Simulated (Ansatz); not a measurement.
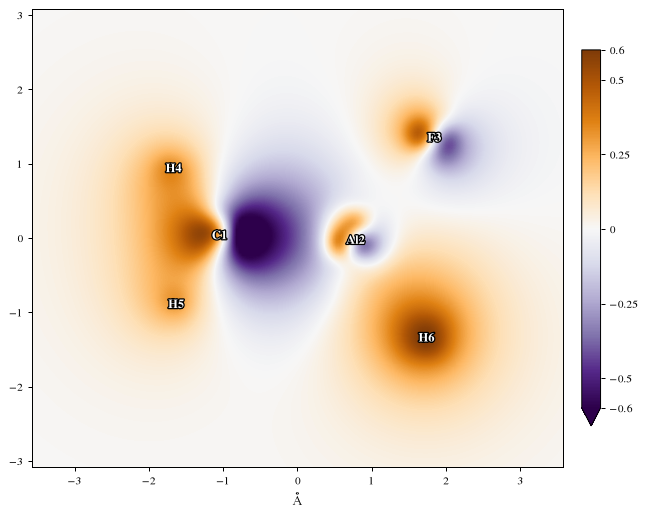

*CH₃AlF (SMILES [CH2-][AlH][F]) (charge −1). The HOMO−1 on the molecular plane (values in Å⁻³ᐟ²; the overall sign is arbitrary).*

Geometry: PBE0-D3(BJ)/def2-SVPD; the highest occupied orbital lies above zero, a sign that basis and functional describe the outermost electron poorly.

The calculation used Ansatz, isolated molecule in a Gaussian basis; Kohn-Sham density functional theory, functional PBE0.

```yaml
atoms:
  - { symbol: C, position_ang: [0.0156, 0.6758, -0.3742] }
  - { symbol: Al, position_ang: [-1.4468, -0.4176, -0.2684] }
  - { symbol: F, position_ang: [-2.3813, -0.7200, 1.1652] }
  - { symbol: H, position_ang: [0.4637, 1.2577, 0.4437] }
  - { symbol: H, position_ang: [0.5498, 0.8100, -1.3275] }
  - { symbol: H, position_ang: [-2.1250, -1.2838, -1.4573] }
```

Q: Where does this orbital lie, and at what energy?

A: Its weight (Hirshfeld) is mainly on C1 (about 35 %), Al2 (about 25 %), H6 (about 25 %) and H4 (about 5 %); it is symmetric in the molecular plane (an in-plane orbital: σ, lone-pair or in-plane π type). Its energy is −2.87 eV.
